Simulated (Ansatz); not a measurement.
**CH2ClFGe (SMILES [F][Ge-]1[CH2][Cl+]1): density, localisation and related maps**

```xyz
6

C     0.7589   -1.0511    0.7928
Cl    1.1248   -2.5931   -0.1448
F    -2.0173   -1.5876    0.6392
Ge   -0.8410   -0.8211   -0.4633
H     1.6414   -0.3905    0.7082
H     0.5421   -1.3359    1.8389
```

Geometry: PBE-D3(BJ)/def2-SVP.

All numbers below come from isolated molecule in a Gaussian basis; Kohn-Sham density functional theory, functional PBE0 in Ansatz 0.2.0.

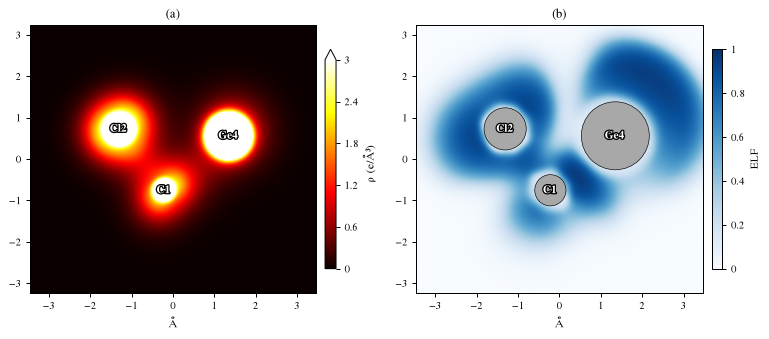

Figure 1. (a) total electron density; (b) ELF on the plane of atoms C1, Cl2 and Ge4. Grey discs cover the atomic cores in the ELF map.

### Read the bonding off the picture.

- Atoms in the plane: C, Cl and Ge.
- C–Cl (1.84 Å): the density is about 1.2 e/Å³ at the midpoint; the ELF peaks at about 0.85 between the atoms: localised, covalent bonding.
- C–Ge (2.05 Å): ρ at the midpoint is about 0.75 e/Å³; the ELF peaks at about 0.95 in the valence shell of C, 0.7 Å from its nucleus, and is about 0.70 at the midpoint.
- Ge–Cl (2.67 Å): ρ at the midpoint is about 0.29 e/Å³; the ELF peaks at about 0.75 in the valence shell of Cl, 0.8 Å from its nucleus, and is about 0.25 at the midpoint.
- The ELF also peaks beside Cl2, away from the bonds: lone-pair regions.

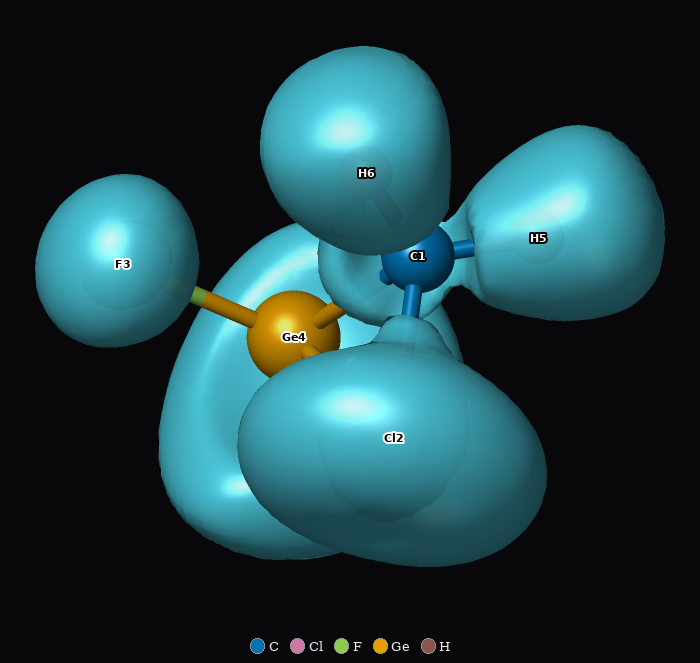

Figure 2. Isosurface of the electron localisation function at 0.75 (cyan), seen at a tilt. Only the valence region is drawn (cores and ρ < 0.01 e/Å³ removed).

### Describe the localisation domains.

The surface consists of one region on Cl in which the atom's valence shell and bonds are merged, one lobe on Ge, pointing away from the bonds (lone pairs), one region wrapped around F (its valence shell) and one joined region spread over several atoms (C, H), in which their bonds and any lone pairs are merged.


Ge–F (1.79 Å): the ELF peaks at about 0.80 in the valence shell of F, 0.5 Å from its nucleus, and is about 0.25 at the midpoint.

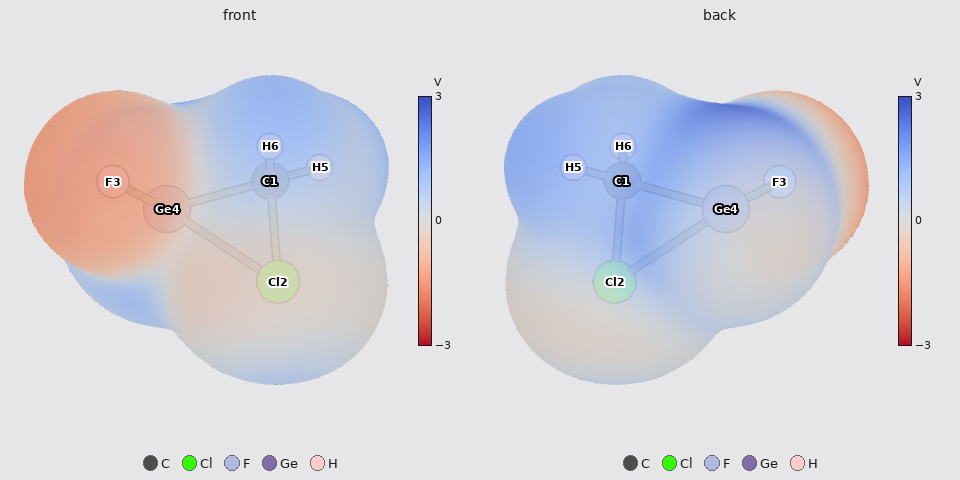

Figure 3. The molecular electrostatic potential painted on the density surface at 0.002 e/bohr³, seen from the front and from behind; red is negative and blue positive.

### Describe the electrostatic potential map.

The most negative region (about −1.4 V) lies over F3, the most positive (about +2.2 V) over Ge4.

### How polar is the molecule by this calculation?

Its dipole moment is 2.52 D.
